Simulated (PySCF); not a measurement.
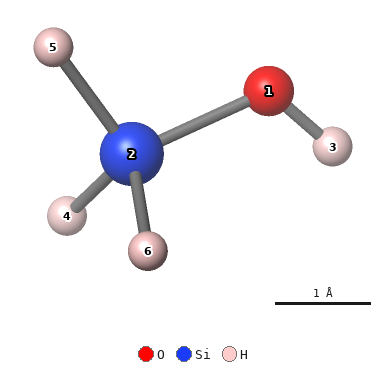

Fig. 1: The structure as given in the input (ball-and-stick view, seen at a tilt; atoms are numbered from 1 in the order of the input). Bond lengths as drawn: H–O 0.96 Å, H–Si 1.48 to 1.49 Å and O–Si 1.65 Å.

## Energy and gradient calculation of SiH4O

System: SiH4O, SMILES O[SiH3].
Method: PBE0/def2-SVP, RKS (PySCF 2.14.0).

The geometry comes from this level: PBE0-D4/def2-TZVP. Figures and captions count atoms from 1; the log counts them from 0 in places.

Input (job.py):
```python
from pyscf import gto, dft

molecule = gto.Mole()
molecule.atom = 'start.xyz'
molecule.charge = 0
molecule.verbose = 4
molecule.max_memory = 1860
molecule.basis = 'def2-svp'
molecule.build()

mf = dft.RKS(molecule)
mf.xc = 'pbe0'
mf.grids.level = 5
mf.conv_tol = 1e-10
mf.kernel()
if not mf.converged:
    mf = mf.newton().run(mf.mo_coeff, mf.mo_occ)

energy = mf.e_tot
print('E(%s) = %.9f' % ('PBE0', energy))
grad = mf.nuc_grad_method().kernel()
mf.analyze()
```

File start.xyz:
```
6

O      0.636700    -1.030300     0.419000
Si    -0.035700     0.346500    -0.187000
H      0.069100    -1.629200     0.904700
H     -1.128300     0.045700    -1.152800
H      1.060500     1.064900    -0.875600
H     -0.602300     1.202400     0.891700
```

Launched with:
```bash
OMP_NUM_THREADS=1 python job.py
```

Log:
```
PySCF version 2.14.0

[INPUT] num. atoms = 6
[INPUT] num. electrons = 26
[INPUT] charge = 0
[INPUT] spin (= nelec alpha-beta = 2S) = 0
[INPUT] symmetry False subgroup None
[INPUT] Mole.unit = angstrom
[INPUT] Symbol           X                Y                Z      unit          X                Y                Z       unit  Magmom
[INPUT]  1 O      0.636700000000  -1.030300000000   0.419000000000 AA    1.203188623511  -1.946984826139   0.791795246193 Bohr   0.0
[INPUT]  2 Si    -0.035700000000   0.346500000000  -0.187000000000 AA   -0.067463222647   0.654790102162  -0.353378785294 Bohr   0.0
[INPUT]  3 H      0.069100000000  -1.629200000000   0.904700000000 AA    0.130580075207  -3.078741802141   1.709635224894 Bohr   0.0
[INPUT]  4 H     -1.128300000000   0.045700000000  -1.152800000000 AA   -2.132177986347   0.086360483893  -2.178476276399 Bohr   0.0
[INPUT]  5 H      1.060500000000   1.064900000000  -0.875600000000 AA    2.004054555101   2.012369350049  -1.654644194669 Bohr   0.0
[INPUT]  6 H     -0.602300000000   1.202400000000   0.891700000000 AA   -1.138182044826   2.272206692177   1.685068785275 Bohr   0.0

nuclear repulsion = 64.7548918080957
number of shells = 26
number of NR pGTOs = 88
number of NR cGTOs = 52
basis = def2-svp
ecp = {}

******** <class 'pyscf.dft.rks.RKS'> ********
method = RKS
initial guess = minao
damping factor = 0
level_shift factor = 0
DIIS = <class 'pyscf.scf.diis.CDIIS'>
diis_start_cycle = 1
diis_space = 8
diis_damp = 0
SCF conv_tol = 1e-10
SCF conv_tol_grad = None
SCF max_cycles = 50
direct_scf = True
direct_scf_tol = 1e-13
XC library pyscf.dft.libxc version 7.0.0
    S. Lehtola, C. Steigemann, M. J.T. Oliveira, and M. A.L. Marques.,  SoftwareX 7, 1–5 (2018)
XC functionals = pbe0
radial grids:
    Treutler-Ahlrichs [JCP 102, 346 (1995); DOI:10.1063/1.469408] (M4) radial grids

becke partition: Becke, JCP 88, 2547 (1988); DOI:10.1063/1.454033
pruning grids: <function nwchem_prune>
grids dens level: 5
symmetrized grids: False
atomic radii adjust function: <function treutler_atomic_radii_adjust>
small_rho_cutoff = 0
Set gradient conv threshold to 1e-05
Initial guess from minao.
tot grids = 180696
init E= -366.695545562949
  HOMO = -0.357046460267865  LUMO = -0.0310258018048954  gap/eV = 8.87147
cycle= 1 E= -366.699190227531  delta_E= -0.00364  |g|= 0.669  |ddm|= 2.11
  HOMO = -0.182130707255183  LUMO = 0.0400067689903465  gap/eV = 6.04467
cycle= 2 E= -366.565555892777  delta_E= 0.134  |g|= 1.06  |ddm|= 1.34
  HOMO = -0.315236537218335  LUMO = 0.0221959652723784  gap/eV = 9.18201
cycle= 3 E= -366.782717727033  delta_E= -0.217  |g|= 0.0427  |ddm|= 0.924
  HOMO = -0.313909214670578  LUMO = 0.0247567201741101  gap/eV = 9.21557
cycle= 4 E= -366.783166426457  delta_E= -0.000449  |g|= 0.00698  |ddm|= 0.0505
  HOMO = -0.314047158953807  LUMO = 0.0248469018351147  gap/eV = 9.22178
cycle= 5 E= -366.783177099857  delta_E= -1.07e-05  |g|= 0.0009  |ddm|= 0.00707
  HOMO = -0.31410028137502  LUMO = 0.0248016710206826  gap/eV = 9.22199
cycle= 6 E= -366.783177325897  delta_E= -2.26e-07  |g|= 0.000196  |ddm|= 0.00151
  HOMO = -0.314088824852515  LUMO = 0.0248235156466721  gap/eV = 9.22227
cycle= 7 E= -366.783177339232  delta_E= -1.33e-08  |g|= 4.04e-05  |ddm|= 0.000336
  HOMO = -0.314096471234171  LUMO = 0.0248164596691076  gap/eV = 9.22229
cycle= 8 E= -366.783177339686  delta_E= -4.54e-10  |g|= 6.09e-06  |ddm|= 6.02e-05
  HOMO = -0.314095345262849  LUMO = 0.0248170282458116  gap/eV = 9.22228
cycle= 9 E= -366.783177339697  delta_E= -1.14e-11  |g|= 9.02e-07  |ddm|= 8.41e-06
  HOMO = -0.314095229663362  LUMO = 0.0248170808757227  gap/eV = 9.22227
```

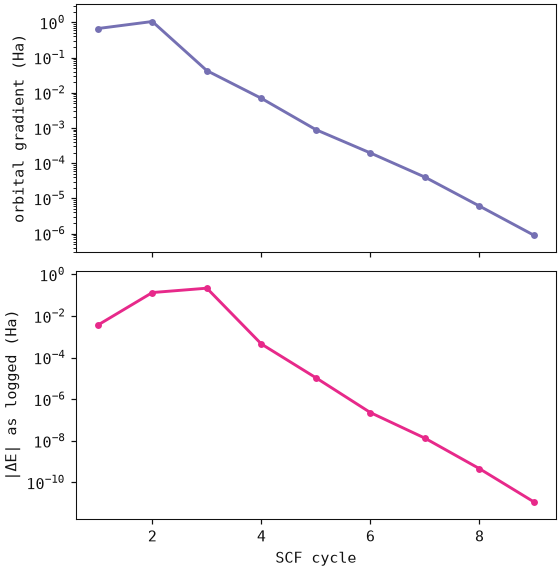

Fig. 2: Convergence of the self-consistent field: orbital gradient and size of the energy change against the SCF cycle. The residual falls almost steadily, with no more than small rises.

```
Extra cycle  E= -366.783177339698  delta_E= -1.14e-13  |g|= 9.95e-07  |ddm|= 1.85e-06
converged SCF energy = -366.783177339698
E(PBE0) = -366.783177340

******** <class 'pyscf.grad.rks.Gradients'> for <class 'pyscf.dft.rks.RKS'> ********
unit = Eh/Bohr
grid_response = False
--------------- RKS gradients ---------------
         x                y                z
0 O    -0.0065565333     0.0076076815    -0.0026164867
1 Si     0.0022837246    -0.0052981450     0.0023966760
2 H     0.0018878703     0.0021327651    -0.0016929785
3 H     0.0024355011    -0.0001080850     0.0022750411
4 H    -0.0014162199    -0.0019136397     0.0014443793
5 H     0.0013709610    -0.0024180970    -0.0018083427
----------------------------------------------
**** SCF Summaries ****
Total Energy =                        -366.783177339697545
Nuclear Repulsion Energy =              64.754891808095749
One-electron Energy =                 -635.741393310323929
Two-electron Energy =                  204.203324162530635
Two-electron Coulomb Energy =          235.025257285402773
DFT Exchange-Correlation Energy =      -30.821933122872153
HOMO-LUMO gap [eV] =                     9.222273709009137
**** MO energy ****
MO #1   energy= -66.2570629282205  occ= 2
MO #2   energy= -19.210391584558   occ= 2
MO #3   energy= -5.34799250881984  occ= 2
MO #4   energy= -3.68663433580333  occ= 2
MO #5   energy= -3.68445670305244  occ= 2
MO #6   energy= -3.68432350867385  occ= 2
MO #7   energy= -1.01759602941537  occ= 2
MO #8   energy= -0.584960092684951 occ= 2
MO #9   energy= -0.484936840909157 occ= 2
MO #10  energy= -0.39316723218369  occ= 2
MO #11  energy= -0.391273875484626 occ= 2
MO #12  energy= -0.337749856988806 occ= 2
MO #13  energy= -0.314095229663362 occ= 2
MO #14  energy= 0.0248170808757227 occ= 0
MO #15  energy= 0.0855844639927619 occ= 0
MO #16  energy= 0.0969131065542874 occ= 0
MO #17  energy= 0.0981281416162506 occ= 0
MO #18  energy= 0.12639776079341   occ= 0
MO #19  energy= 0.245390149067375  occ= 0
MO #20  energy= 0.326209542107776  occ= 0
MO #21  energy= 0.329277394936448  occ= 0
MO #22  energy= 0.422864455235043  occ= 0
MO #23  energy= 0.463818739220536  occ= 0
MO #24  energy= 0.470834488347776  occ= 0
MO #25  energy= 0.523089036344208  occ= 0
MO #26  energy= 0.529459943410667  occ= 0
MO #27  energy= 0.592193787843713  occ= 0
MO #28  energy= 0.67180097991745   occ= 0
MO #29  energy= 0.865852855407217  occ= 0
MO #30  energy= 0.901836471468091  occ= 0
MO #31  energy= 0.904626296046455  occ= 0
MO #32  energy= 1.0325826511119    occ= 0
MO #33  energy= 1.06350967109862   occ= 0
MO #34  energy= 1.1684915791333    occ= 0
MO #35  energy= 1.22475716301159   occ= 0
MO #36  energy= 1.38422886894954   occ= 0
MO #37  energy= 1.42895996197953   occ= 0
MO #38  energy= 1.52131861786712   occ= 0
MO #39  energy= 1.57504715697712   occ= 0
MO #40  energy= 1.65673085686856   occ= 0
MO #41  energy= 1.72524101596623   occ= 0
MO #42  energy= 1.73978348962777   occ= 0
MO #43  energy= 1.74710634627898   occ= 0
MO #44  energy= 2.0101285635614    occ= 0
MO #45  energy= 2.18853752723753   occ= 0
MO #46  energy= 2.19212935568888   occ= 0
MO #47  energy= 2.27173297078111   occ= 0
MO #48  energy= 2.73297875644959   occ= 0
MO #49  energy= 2.8920963462833    occ= 0
MO #50  energy= 2.97946145938031   occ= 0
MO #51  energy= 3.16600601097704   occ= 0
MO #52  energy= 3.69795537208881   occ= 0
 ** Mulliken pop on meta-lowdin orthogonal AOs  **
 ** Mulliken pop  **
pop of  0 O 1s            1.99994
pop of  0 O 2s            1.61265
pop of  0 O 3s            0.00298
pop of  0 O 2px           1.73821
pop of  0 O 2py           1.57381
pop of  0 O 2pz           1.75696
pop of  0 O 3px           0.00243
pop of  0 O 3py           0.00379
pop of  0 O 3pz           0.00357
pop of  0 O 3dxy          0.00251
pop of  0 O 3dyz          0.00105
pop of  0 O 3dz^2         0.00068
pop of  0 O 3dxz          0.00191
pop of  0 O 3dx2-y2       0.00109
pop of  1 Si 1s           1.99999
pop of  1 Si 2s           1.99984
pop of  1 Si 3s           1.03294
pop of  1 Si 4s           0.00682
pop of  1 Si 2px          1.99989
pop of  1 Si 2py          1.99987
pop of  1 Si 2pz          1.99989
pop of  1 Si 3px          0.79162
pop of  1 Si 3py          0.57518
pop of  1 Si 3pz          0.78711
pop of  1 Si 4px          0.01283
pop of  1 Si 4py          0.01060
pop of  1 Si 4pz          0.01109
pop of  1 Si 3dxy         0.00907
pop of  1 Si 3dyz         0.01085
pop of  1 Si 3dz^2        0.00475
pop of  1 Si 3dxz         0.01062
pop of  1 Si 3dx2-y2      0.00792
pop of  2 H 1s            0.65339
pop of  2 H 2s            0.01230
pop of  2 H 2px           0.00144
pop of  2 H 2py           0.00160
pop of  2 H 2pz           0.00161
pop of  3 H 1s            1.11934
pop of  3 H 2s            0.00395
pop of  3 H 2px           0.00199
pop of  3 H 2py           0.00041
pop of  3 H 2pz           0.00159
pop of  4 H 1s            1.09475
pop of  4 H 2s            0.00392
pop of  4 H 2px           0.00232
pop of  4 H 2py           0.00082
pop of  4 H 2pz           0.00081
pop of  5 H 1s            1.11933
pop of  5 H 2s            0.00395
pop of  5 H 2px           0.00051
pop of  5 H 2py           0.00118
pop of  5 H 2pz           0.00230
 ** Mulliken atomic charges  **
charge of    0O =     -0.70159
charge of    1Si =      0.72911
charge of    2H =      0.32965
charge of    3H =     -0.12728
charge of    4H =     -0.10262
charge of    5H =     -0.12727
Dipole moment(X, Y, Z, Debye): -1.16854, -0.48939,  0.57893
```

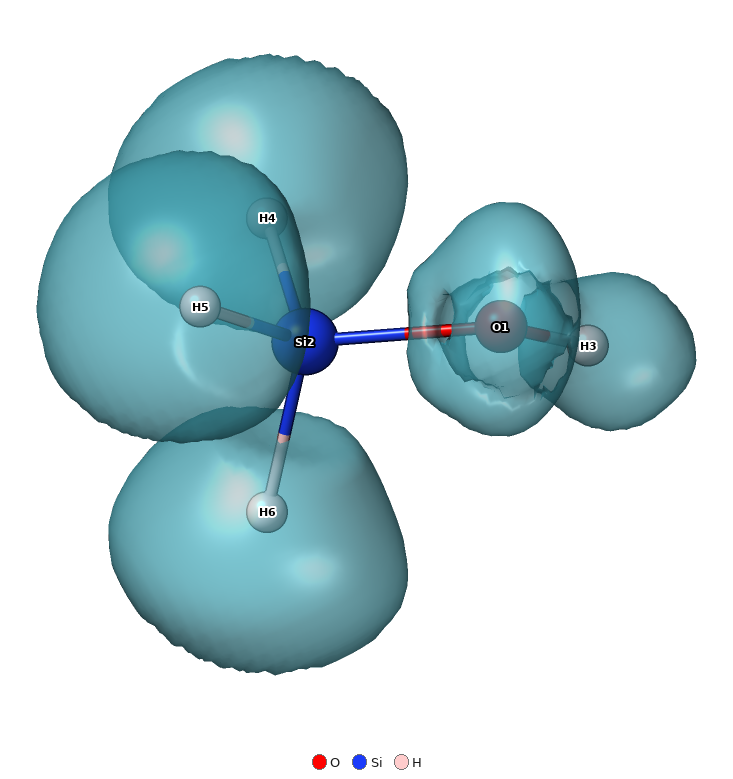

Fig. 3: Isosurface of the ELF at 0.8 (cyan), seen from the side. Core shells and regions of very low density are left out. Along the contacts the grid gives the following. Si–O (1.65 Å): the ELF peaks at about 0.85 between the atoms (a polar covalent bond).

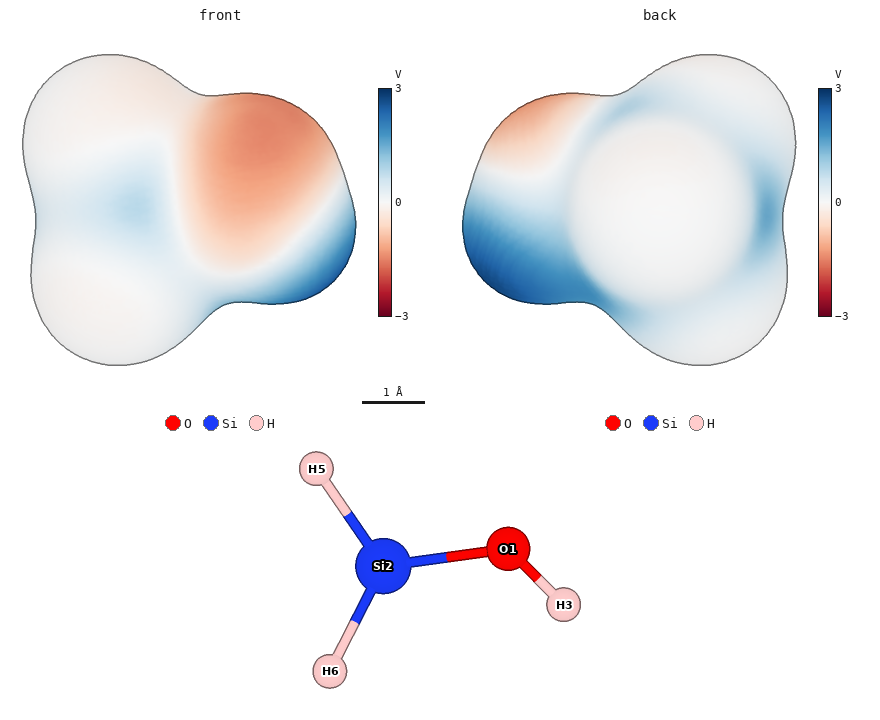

Fig. 4: The electrostatic potential painted on the density surface at 0.002 e/bohr³, seen at a tilt and from behind; red is negative and blue positive. The bare structure is drawn below in the same view. A positive charge is drawn to the negative regions and a negative charge to the positive ones. Its dipole moment is 1.39 D.

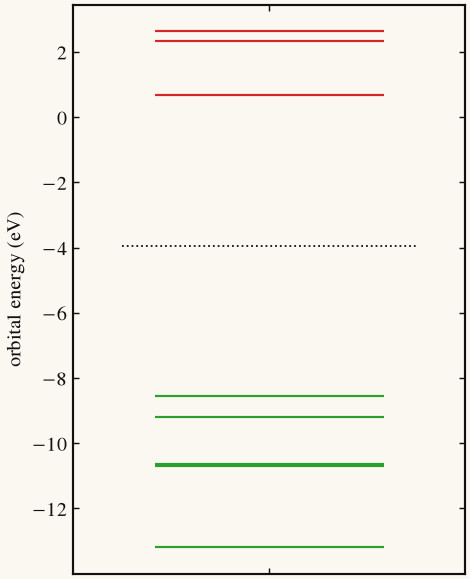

Fig. 5: Orbital energies near the frontier; the dotted line parts filled from empty levels, and levels within 0.02 eV of each other stand side by side. Highest filled −8.55 eV, lowest empty 0.68 eV, 9.23 eV apart.

Summary:

- outcome: converged
- total energy: −366.783177 hartree
- basis functions: 52
- largest force: 0.534 eV/Å
- HOMO: −8.55 eV
- LUMO: 0.68 eV
- dipole moment: 1.39 D
- hardware: 1 thread of Intel Xeon @ 2.50GHz (Skylake/Cascade Lake), 189 GiB of memory available, shared host
- wall time: 25 s
- peak memory: 0.53 GiB
